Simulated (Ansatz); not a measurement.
```xyz
9

Si   -1.0504   -0.0696   -0.3130
H    -0.7398   -0.9312   -1.4976
H    -2.3514   -0.5230    0.3002
H    -1.1589    1.3781   -0.6804
N     0.3390   -0.2077    0.7985
H     1.6143    0.3296   -0.1918
Cl    2.4672    0.7830   -1.1492
H     0.3086    0.4005    1.6261
H     0.5712   -1.1597    1.1072
```

Level of theory: UKS PBE-D4/def2-SVP in Ansatz.

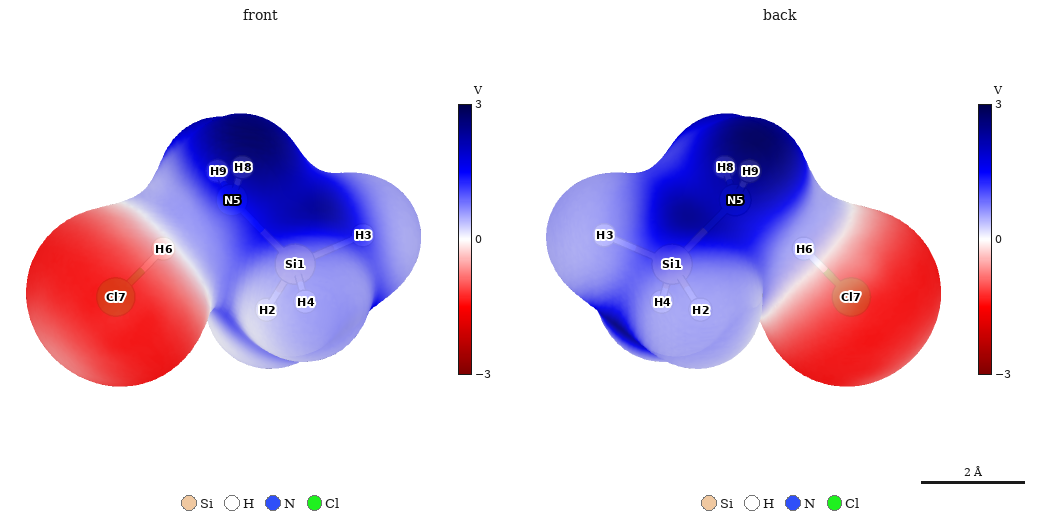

H₅NSi···HCl. The molecular electrostatic potential painted on the density surface at 0.004 e/bohr³, seen from the front and from behind; red is negative and blue positive.

**Where is the surface potential most negative and most positive?**

The most negative region (about −1.4 V, or −32 kcal/mol for a unit charge) lies over Cl7, the most positive (about +2.8 V, or +65 kcal/mol for a unit charge) over H8 and H9.
